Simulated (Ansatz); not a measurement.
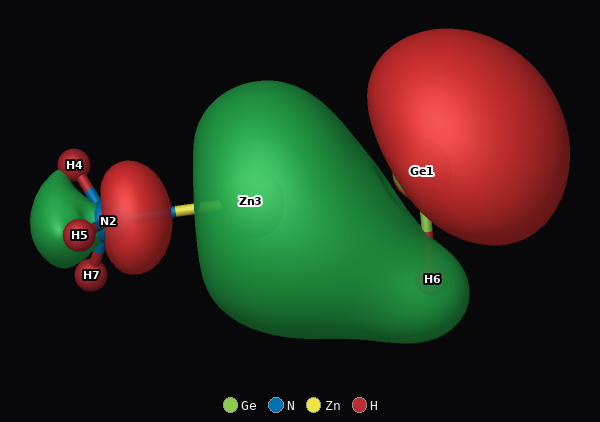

GeH₄NZn (charge +1). The HOMO at ±0.06 Å⁻³ᐟ² (green and red are the two phases), seen across its widest extent.

Geometry: B3LYP-D3(BJ)/def2-SVP.

Level of theory: isolated molecule in a Gaussian basis; Kohn-Sham density functional theory, functional PBE0 in Ansatz.

Input file:

```
crystal:
  periodic: [false, false, false]
  atoms:
    - {symbol: Ge, position_ang: [4.072187, 0.582985, -2.227344]}
    - {symbol: "N", position_ang: [-0.201461, 1.143904, -0.515099]}
    - {symbol: Zn, position_ang: [1.725966, 0.859575, -1.305123]}
    - {symbol: H, position_ang: [-0.437798, 2.135905, -0.390627]}
    - {symbol: H, position_ang: [-0.320433, 0.705609, 0.406402]}
    - {symbol: H, position_ang: [3.506590, -0.771576, -2.873663]}
    - {symbol: H, position_ang: [-0.936274, 0.748529, -1.114325]}
basis:
  gaussian:
    orbitals: def2-TZVPD
total_charge: 1
hamiltonian:
  xc: {name: PBE0}
output: {forces: true, orbitals: {seedname: orbitals}}
```

Run with:

```sh
ansatz run input.yaml --threads 2 --pin off --max-ram 4350MiB --events-out events.jsonl --progress --plain --runs-dir runs
```

Describe this orbital and give its energy.

Answer. By Hirshfeld shares it lies mainly on Ge1 (about 55 %) and Zn3 (about 35 %). Its energy is −10.97 eV.
